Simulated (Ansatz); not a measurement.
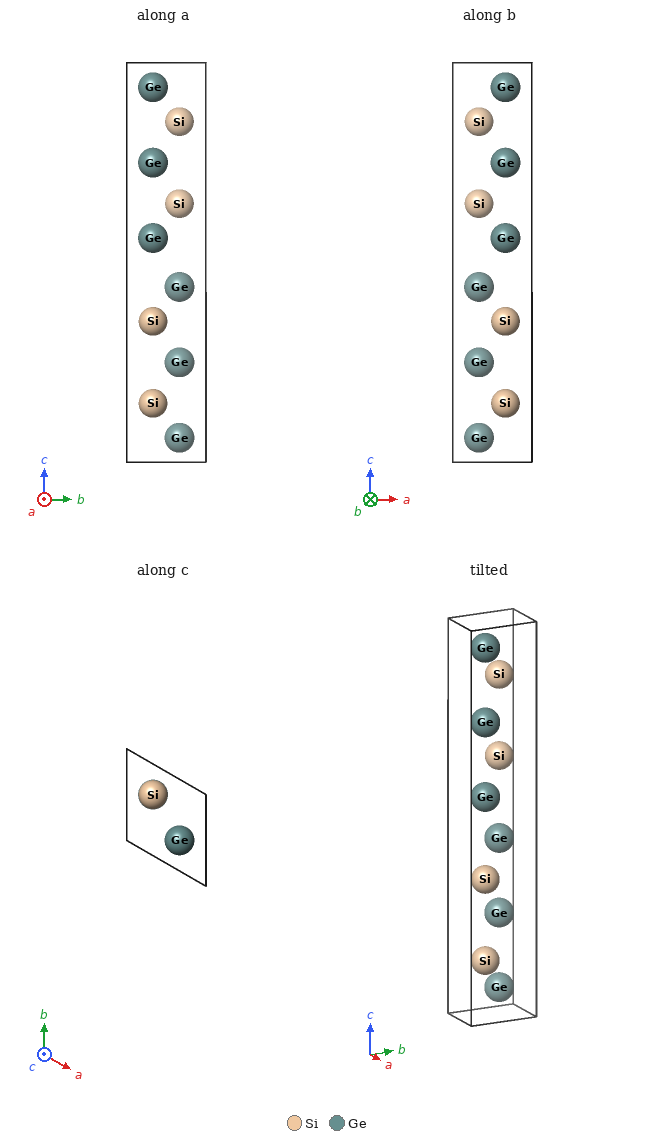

The figure gives a spheres-only picture of the atoms, viewed along the a axis, along the b axis, along the c axis and slightly off an axis. Atoms at the boundary of the conventional unit cell (the box) are drawn once for each face, edge or corner they touch.

Lattice parameters: a = 3.7082 Å, b = 3.7082 Å, c = 16.1580 Å, α = 90.000°, β = 90.000°, γ = 120.000°.

Question: Give the atomic positions as a CIF with its space group and independent sites, with free fractional coordinates to two decimals.

Answer:
```cif
data_structure
_symmetry_space_group_name_H-M 'P 63/m m c'
_symmetry_Int_Tables_number 194
_cell_length_a 3.7082
_cell_length_b 3.7082
_cell_length_c 16.1580
_cell_angle_alpha 90.000
_cell_angle_beta 90.000
_cell_angle_gamma 120.000
_cell_volume 192.42
loop_
_atom_site_label
_atom_site_type_symbol
_atom_site_symmetry_multiplicity
_atom_site_Wyckoff_symbol
_atom_site_fract_x
_atom_site_fract_y
_atom_site_fract_z
_atom_site_occupancy
Si1 Si 4 f 0.3333 0.6667 0.65 1
Ge1 Ge 4 f 0.3333 0.6667 0.06 1
Ge2 Ge 2 c 0.3333 0.6667 0.25 1
```

It goes back to a structure type filled with these elements by a generator (whether the compound takes this form wasn't checked). It was relaxed with Ansatz 0.2.0, DFT PBE, scalar-relativistic, plane waves, PAW.
